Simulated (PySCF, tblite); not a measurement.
# C8H9ClSi: geometry, infrared bands and NMR shifts

Aim: predict the infrared bands and NMR shifts of C8H9ClSi (`C=CC#C[Si]1(Cl)CC=CC1`).

Computed with tblite 0.8.0 and PySCF 2.14.0, with density-fitted response routines of our own, on a single molecule in the gas phase. Atoms are numbered from 0 throughout.

### Step 1. The starting structure

19 atoms, charge 0, multiplicity 1; geometry from: force field or distance geometry start.

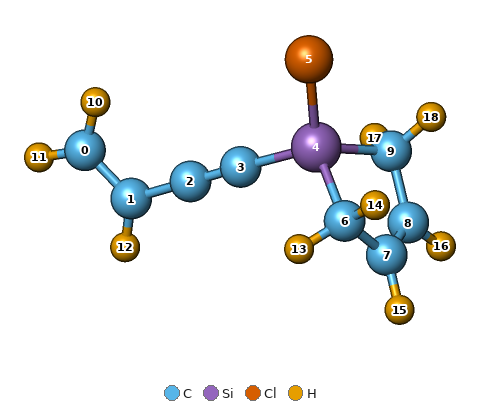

The starting geometry (carbon blue, silicon purple, chlorine orange, hydrogen amber), atoms numbered.

### Step 2. Geometry optimisation with GFN2-xTB

What the job is given:

```
{"job": {"kind": "relax", "xc": "GFN2-xTB", "basis": "xTB"}, "charge": 0, "multiplicity": 1}
C      4.311800     0.152100    -0.315200
C      3.298000    -0.719700    -0.219900
C      1.974800    -0.162900    -0.275000
C      0.851800     0.311200    -0.325900
Si    -0.835800     0.977200    -0.388900
Cl    -0.907900     2.939800    -1.011400
C     -1.983700    -0.162100    -1.364900
C     -2.415400    -1.049800    -0.266100
C     -2.291400    -0.664600     0.937300
C     -1.725200     0.665000     1.220500
H      4.055400     1.211400    -0.442300
H      5.340900    -0.152700    -0.275700
H      3.467400    -1.783000    -0.073600
H     -1.363800    -0.664200    -2.128200
H     -2.846000     0.380600    -1.783900
H     -2.859600    -2.061300    -0.519100
H     -2.615200    -1.302600     1.812000
H     -0.965800     0.651100     2.024300
H     -2.499900     1.443800     1.403900
```

Launch:

```
$ OMP_NUM_THREADS=1 python probes_run.py task.json out
```

This one command runs all jobs of the session in turn.

The program printed:

```text
step      E/eV     max force
  0    -758.91150    4.722
  1    -759.06916    3.898
  2    -759.23385    1.641
  3    -759.21634    2.812
  4    -759.30102    0.482
  5    -759.32559    0.409
  6    -759.36054    0.506
  7    -759.36824    0.260
  8    -759.37556    0.193
  9    -759.37977    0.247
 10    -759.38348    0.176
 11    -759.38551    0.135
 12    -759.38723    0.121
 13    -759.38903    0.162
 14    -759.39143    0.122
 15    -759.39391    0.133
 16    -759.39667    0.129
 17    -759.39998    0.185
 18    -759.40381    0.183
 19    -759.40751    0.182
 20    -759.41052    0.169
 21    -759.41263    0.116
 22    -759.41414    0.101
 23    -759.41539    0.091
 24    -759.41658    0.097
 25    -759.41793    0.104
 26    -759.41945    0.122
 27    -759.42104    0.108
 28    -759.42269    0.107
 29    -759.42449    0.142
 30    -759.42628    0.147
 31    -759.42768    0.101
 32    -759.42862    0.088
 33    -759.42951    0.087
 34    -759.43070    0.122
 35    -759.43228    0.153
 36    -759.43395    0.130
 37    -759.43531    0.077
 38    -759.43627    0.067
 39    -759.43693    0.066
 40    -759.43744    0.061
 41    -759.43787    0.043
 42    -759.43826    0.051
 43    -759.43866    0.056
 44    -759.43911    0.060
 45    -759.43963    0.053
 46    -759.44023    0.049
 47    -759.44088    0.063
 48    -759.44153    0.073
 49    -759.44217    0.074
 50    -759.44289    0.083
 51    -759.44383    0.098
 52    -759.44506    0.104
 53    -759.44639    0.083
 54    -759.44761    0.083
 55    -759.44874    0.090
 56    -759.44996    0.078
 57    -759.45125    0.085
 58    -759.45221    0.069
 59    -759.45198    0.089
 60    -759.45310    0.040
 61    -759.45336    0.033
 62    -759.45394    0.035
 63    -759.45422    0.037
 64    -759.45465    0.032
 65    -759.45486    0.033
 66    -759.45503    0.035
 67    -759.45513    0.028
 68    -759.45527    0.029
 69    -759.45548    0.029
 70    -759.45575    0.034
 71    -759.45607    0.041
 72    -759.45642    0.047
 73    -759.45686    0.053
 74    -759.45746    0.061
 75    -759.45828    0.065
 76    -759.45926    0.091
 77    -759.45990    0.110
 78    -759.46082    0.099
 79    -759.46154    0.063
 80    -759.46268    0.044
 81    -759.46310    0.044
 82    -759.46358    0.046
 83    -759.46383    0.047
 84    -759.46421    0.048
 85    -759.46463    0.047
 86    -759.46502    0.045
 87    -759.46531    0.046
 88    -759.46560    0.039
 89    -759.46591    0.035
 90    -759.46624    0.032
 91    -759.46652    0.039
 92    -759.46672    0.033
 93    -759.46687    0.033
 94    -759.46704    0.035
 95    -759.46722    0.035
 96    -759.46734    0.021
 97    -759.46738    0.013
 98    -759.46740    0.011
 99    -759.46742    0.010
100    -759.46744    0.011
101    -759.46746    0.011
102    -759.46749    0.010
```

Run time: 0.9 s. Hardware: 1 thread of Arm Neoverse V2, shared host; peak memory 0.24 GiB.

The steps of the relaxation: (not every step is listed) (the energy doesn't fall at every step)

```csv
step,energy from step 0 (eV),largest force (eV/Å)
0,0.0000,4.7218
1,-0.1577,3.8977
2,-0.3223,1.6415
3,-0.3048,2.8122
4,-0.3895,0.4821
5,-0.4141,0.4091
6,-0.4490,0.5061
7,-0.4567,0.2602
8,-0.4641,0.1932
16,-0.4852,0.1287
24,-0.5051,0.0975
32,-0.5171,0.0878
40,-0.5259,0.0615
48,-0.5300,0.0726
56,-0.5385,0.0780
64,-0.5431,0.0325
72,-0.5449,0.0472
80,-0.5512,0.0443
88,-0.5541,0.0389
96,-0.5558,0.0206
97,-0.5559,0.0135
98,-0.5559,0.0111
99,-0.5559,0.0104
100,-0.5559,0.0109
101,-0.5560,0.0115
102,-0.5560,0.0102
```

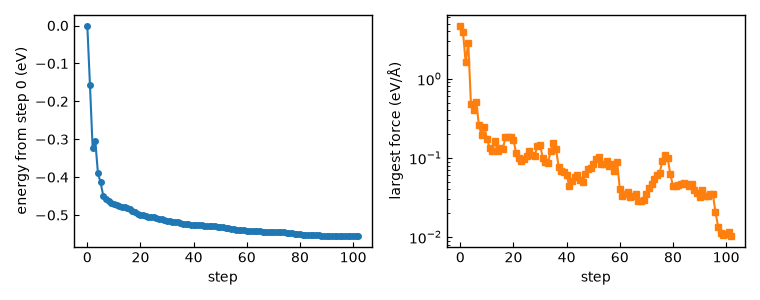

Energy and largest force along the relaxation.

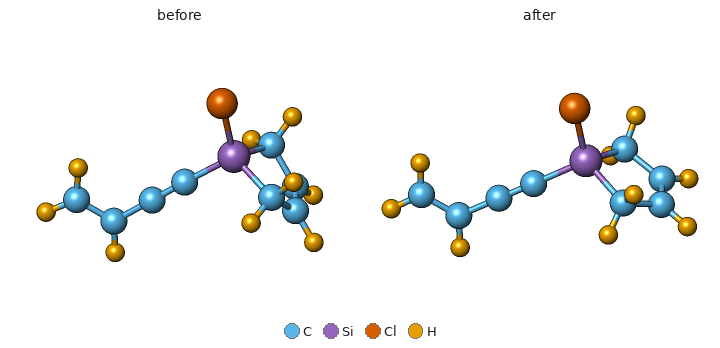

Before and after, at one scale.

Distances of close pairs at the start and the end, largest changes first:

```csv
bond,before (Å),after (Å),change (Å)
C7–H15,1.133,1.081,-0.053
C7–C8,1.270,1.322,+0.052
C8–H16,1.130,1.080,-0.050
Si4–C9,1.865,1.910,+0.045
C3–Si4,1.815,1.845,+0.030
C8–C9,1.473,1.501,+0.028
C1–C2,1.437,1.408,-0.028
Si4–Cl5,2.060,2.035,-0.025
```

The final coordinates are the input of the step that follows.

### Step 3. Vibrational analysis with GFN2-xTB

What the job is given:

```
{"job": {"kind": "ir", "xc": "GFN2-xTB", "basis": "xTB"}, "charge": 0, "multiplicity": 1}
C      4.523573     0.347358    -0.403917
C      3.504368    -0.500101    -0.306988
C      2.157489    -0.088728    -0.311445
C      0.995490     0.250408    -0.306049
Si    -0.765503     0.800156    -0.324119
Cl    -0.844584     2.738210    -0.939136
C     -1.893925    -0.373733    -1.322808
C     -2.852348    -0.907493    -0.298741
C     -2.749652    -0.501525     0.955138
C     -1.679825     0.484880     1.323316
H      4.365152     1.408760    -0.494535
H      5.543737     0.004692    -0.394434
H      3.665186    -1.567534    -0.217194
H     -1.348799    -1.196899    -1.786824
H     -2.442695     0.123372    -2.124665
H     -3.604623    -1.612453    -0.622286
H     -3.412508    -0.849618     1.733891
H     -1.038525     0.066333     2.100153
H     -2.131811     1.383164     1.748346
```

The program printed:

```text
mode    cm-1     km/mol
  1     -13.2      0.04
  2      36.3      0.04
  3      62.4      1.07
  4      67.5      0.23
  5     131.7      0.69
  6     145.0      3.74
  7     168.9      4.77
  8     213.2     18.80
  9     267.9     15.07
 10     305.8      8.24
 11     324.8      2.34
 12     350.5      0.04
 13     481.0     15.74
 14     507.2    106.20
 15     583.0     19.29
 16     642.3     21.55
 17     653.1      0.05
 18     687.1    167.60
 19     747.9     59.10
 20     752.8      0.20
 21     811.0     45.93
 22     830.7     82.59
 23     885.5      8.62
 24     902.8      0.03
 25     978.8     16.02
 26     981.2      2.00
 27     989.0     20.74
 28    1020.3      9.58
 29    1086.7      0.06
 30    1108.2     13.26
 31    1123.6     36.15
 32    1136.8     21.88
 33    1234.7      1.11
 34    1247.1     21.96
 35    1265.6      8.16
 36    1315.5      8.92
 37    1398.0      0.88
 38    1457.5      0.36
 39    1459.9     14.01
 40    1655.0      1.18
 41    1716.3     31.37
 42    2272.0    118.73
 43    2959.4     46.33
 44    2961.2     31.65
 45    2984.4      6.58
 46    2985.8     31.39
 47    3040.9     22.99
 48    3062.4     25.66
 49    3078.8    125.42
 50    3109.8     10.18
 51    3139.2     36.58
```

Run time: 0.86 s. Hardware: 1 thread of Arm Neoverse V2, shared host; peak memory 0.24 GiB.

Which atoms move in the most intense modes:

```csv
cm⁻¹,km/mol,atoms
507,106.2,"Si4 47 %, Cl5 22 %"
687,167.6,"H16 21 %, H15 21 %"
748,59.1,"Si4 31 %, C9 24 %, C6 24 %"
811,45.9,"C6 23 %, C9 23 %, Si4 15 %, C7 12 %"
831,82.6,"H16 16 %, H15 15 %, H18 10 %"
2272,118.7,"C2 53 %, C3 46 %"
2959,46.3,"H18 63 %, H17 28 %"
3079,125.4,"H16 53 %, H15 38 %"
```

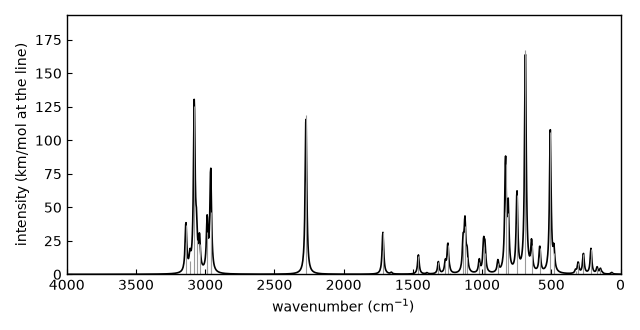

The infrared spectrum from these modes, unscaled. Lines are broadened to a width of 14 cm⁻¹ (Lorentzian).

### Step 4. Shielding tensors: PBE0/pcSseg-1

Settings changed since step 3:

```diff
@@ -1,2 +1,2 @@
-{"job": {"kind": "ir", "xc": "GFN2-xTB", "basis": "xTB"}, "charge": 0, "multiplicity": 1}
+{"job": {"kind": "nmr", "xc": "PBE0", "basis": "pcSseg-1"}, "charge": 0, "multiplicity": 1}
 C      4.523573     0.347358    -0.403917
```

With the program's defaults for keys left out, this is: GIAO PBE0/pcSseg-1 NMR shielding, non-relativistic, gas phase.

The program printed:

```text
coarse grid: 17520 points
cycle   1  E = -1059.0831181847  dE =  1.406e+00  |g| = 5.362e-01  |ddm| = 4.396e+00
cycle   2  E = -1059.0842332200  dE = -1.115e-03  |g| = 5.422e-01  |ddm| = 1.070e+00
cycle   3  E = -1059.1578850691  dE = -7.365e-02  |g| = 8.057e-02  |ddm| = 5.590e-01
cycle   4  E = -1059.1586340236  dE = -7.490e-04  |g| = 6.098e-02  |ddm| = 1.064e-01
cycle   5  E = -1059.1595310994  dE = -8.971e-04  |g| = 1.532e-02  |ddm| = 5.625e-02
cycle   6  E = -1059.1595893330  dE = -5.823e-05  |g| = 2.805e-03  |ddm| = 1.968e-02
cycle   7  E = -1059.1595910676  dE = -1.735e-06  |g| = 8.655e-04  |ddm| = 3.571e-03
final grid: 161688 points
cycle   8  E = -1059.2198222498  dE = -4.079e-05  |g| = 7.763e-03  |ddm| = 5.483e-02
cycle   9  E = -1059.2198193475  dE =  2.902e-06  |g| = 8.331e-03  |ddm| = 1.548e-02
cycle  10  E = -1059.2198370356  dE = -1.769e-05  |g| = 1.664e-03  |ddm| = 8.159e-03
cycle  11  E = -1059.2198375948  dE = -5.592e-07  |g| = 6.927e-04  |ddm| = 1.874e-03
cycle  12  E = -1059.2198377078  dE = -1.130e-07  |g| = 1.469e-04  |ddm| = 5.917e-04
cycle  13  E = -1059.2198377133  dE = -5.496e-09  |g| = 3.534e-05  |ddm| = 1.591e-04
cycle  14  E = -1059.2198377136  dE = -2.424e-10  |g| = 1.766e-05  |ddm| = 5.661e-05
converged SCF energy = -1059.2198377136

GIAO shielding tensors (ppm)
atom      isotropic    diamagn.    paramagn.     s11        s22        s33       span
  0 C       46.516     253.426    -206.910    -81.490     54.669    166.370    247.861
  1 C       63.182     259.469    -196.287    -48.833     75.730    162.649    211.482
  2 C       72.416     264.442    -192.026    -23.955    -21.356    262.558    286.513
  3 C       85.818     259.044    -173.226     11.937     25.018    220.499    208.562
  4 Si     338.039     880.640    -542.600    289.202    361.380    363.537     74.335
  5 Cl     932.582    1148.703    -216.121    878.927    927.769    991.051    112.124
  6 C      158.562     255.527     -96.965    146.482    154.164    175.040     28.558
  7 C       49.595     254.755    -205.160    -59.125     65.980    141.932    201.057
  8 C       49.659     254.656    -204.997    -58.994     66.155    141.815    200.809
  9 C      158.637     255.261     -96.624    146.077    154.636    175.197     29.119
 10 H       25.420      31.657      -6.237     21.408     24.870     29.983      8.575
 11 H       25.687      26.095      -0.408     22.566     25.498     28.997      6.431
 12 H       25.634      30.478      -4.844     22.798     25.841     28.264      5.466
 13 H       29.762      32.761      -2.999     25.555     28.210     35.520      9.965
 14 H       29.925      29.799       0.126     25.817     28.362     35.598      9.781
 15 H       25.631      29.041      -3.410     23.267     26.319     27.306      4.039
 16 H       25.645      29.121      -3.476     23.265     26.330     27.339      4.074
 17 H       29.748      33.097      -3.348     25.586     28.180     35.479      9.893
 18 H       29.925      30.100      -0.175     25.785     28.374     35.618      9.832
```

Wall time 47 s (1 thread of Arm Neoverse V2, shared host); peak memory 1.1 GiB.

The references, computed at this level on geometries of the same kind, shield at (ppm): 1H TMS 31.72, 13C TMS 186.9, 29Si TMS 349.2, 35Cl HCl 950. Their shielding less the atom's gives the shift. The references are single molecules in the gas phase. Atoms listed in one row are averaged.

```csv
atoms,environment,σ (ppm),δ (ppm),δ scaled to CDCl3
C0,terminal =CH2 carbon,46.5,140.4,135.1
"C7, C8",alkene CH,49.6,137.3,132.1
C1,alkene CH,63.2,123.7,118.9
C2,alkyne carbon,72.4,114.5,109.8
C3,alkyne carbon,85.8,101.1,96.8
"C6, C9",allylic sp3 CH2 bonded to Si,158.6,28.3,25.7
H10,hydrogen on a terminal =CH2 carbon,25.42,6.30,6.04
H12,hydrogen on an alkene CH,25.63,6.08,5.84
"H15, H16",hydrogen on an alkene CH,25.64,6.08,5.84
H11,hydrogen on a terminal =CH2 carbon,25.69,6.03,5.79
"H13, H17",hydrogen on an allylic sp3 CH2 bonded to Si,29.76,1.96,1.95
"H14, H18",hydrogen on an allylic sp3 CH2 bonded to Si,29.93,1.79,1.79
Si4,"silicon bonded to 3 C, Cl, in a 5-membered ring",338.0,11.1,–
Cl5,chlorine bonded to Si,933,17,–
```

The scaled column applies a straight-line fit of computed shieldings to shifts measured in CDCl3, with any fitted terms for Cl, Br or S neighbours (root-mean-square error 0.16 ppm for H, 1.9 ppm for C).

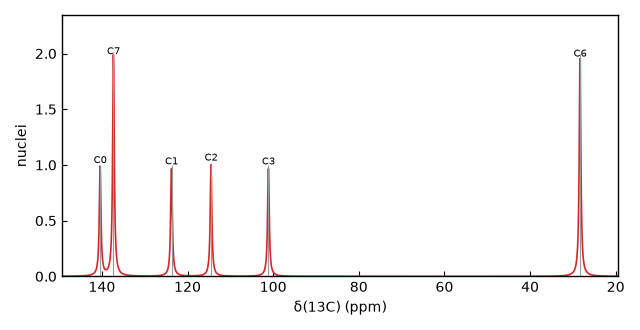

13C lines at the computed shifts, without couplings. Lines are broadened to a width of 0.45 ppm (Lorentzian).

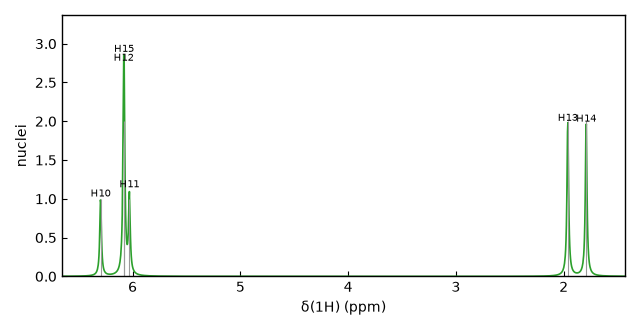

1H lines at the computed shifts, without couplings. Lines are broadened to a width of 0.02 ppm (Lorentzian).

The run also stored atomic charges by several schemes (e):

```csv
atoms,Mulliken,IAO,Hirshfeld,ESP fit
C0,-0.12,-0.27,-0.07,-0.37
C1,-0.30,-0.16,-0.03,-0.12
C2,0.13,0.01,-0.02,0.07
C3,-0.39,-0.37,-0.17,-0.26
Si4,1.12,1.07,0.41,0.27
Cl5,-0.31,-0.30,-0.12,-0.15
"C6, C9",-0.53,-0.56,-0.16,-0.02
"C7, C8",-0.16,-0.15,-0.05,-0.20
```

ESP fit charges:

C0 -0.37; C1 -0.12; C2 0.07; C3 -0.26; Si4 0.27; Cl5 -0.15; C6 -0.03; C7 -0.20; C8 -0.20; C9 -0.01; H10 0.20; H11 0.18; H12 0.17; H13 0.06; H14 0.05; H15 0.12; H16 0.12; H17 0.06; H18 0.05

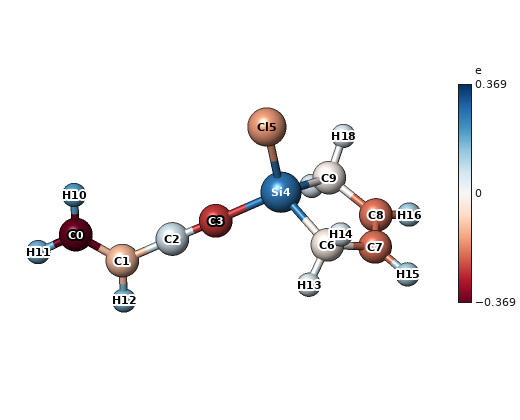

ESP fit charges, as colours on the atoms.

Mayer bond orders: C0–C1 1.91, C1–C2 1.17, C2–C3 2.32, C3–Si4 0.99, Si4–Cl5 1.01, Si4–C6 0.88, C6–C7 1.05, C7–C8 1.91, C8–C9 1.05, C9–Si4 0.88.

Ring of atoms Si4, C6, C7, C8, C9: NICS(0) -1.7, NICS(1) -2.7, NICS(1)zz -1.4 ppm (means of both faces).

### Step 5. Summary of results

| quantity | value |
| --- | --- |
| strongest single infrared mode (GFN2-xTB) | 687 cm⁻¹, 168 km/mol |
| zero-point energy (GFN2-xTB) | 87.7 kcal/mol |
| 13C shifts against TMS (PBE0/pcSseg-1, means over atoms taken as alike) | 140.4, 137.3, 123.7, 114.5, 101.1, 28.3 ppm |
| 1H shifts against TMS (PBE0/pcSseg-1, means over atoms taken as alike) | 6.30, 6.08, 6.08, 6.03, 1.96, 1.79 ppm |
| 29Si shifts against TMS (PBE0/pcSseg-1) | 11.1 ppm |
| 35Cl shifts against HCl (PBE0/pcSseg-1) | 17 ppm |

What this shows: Relaxing lowered the energy by 0.556 eV in 102 steps; the close pair that moved most is C7–H15, from 1.133 to 1.081 Å. The lowest mode is slightly imaginary (13i cm⁻¹), a soft motion within the noise of the Hessian, so the minimum is not strictly shown. The strongest single mode, at 687 cm⁻¹, is spread over many atoms; the largest shares are those of H16, H15. Unscaled tight-binding wavenumbers are off by several per cent, some by more. Its intensities can rank the bands wrongly. C0 (terminal =CH2 carbon) lies farthest downfield among carbon, at 140.4 ppm; as expected for a trigonal carbon in a double bond. At PBE0/pcSseg-1: The widest tensor belongs to C2: span 287 ppm, with a paramagnetic part of -192 ppm.
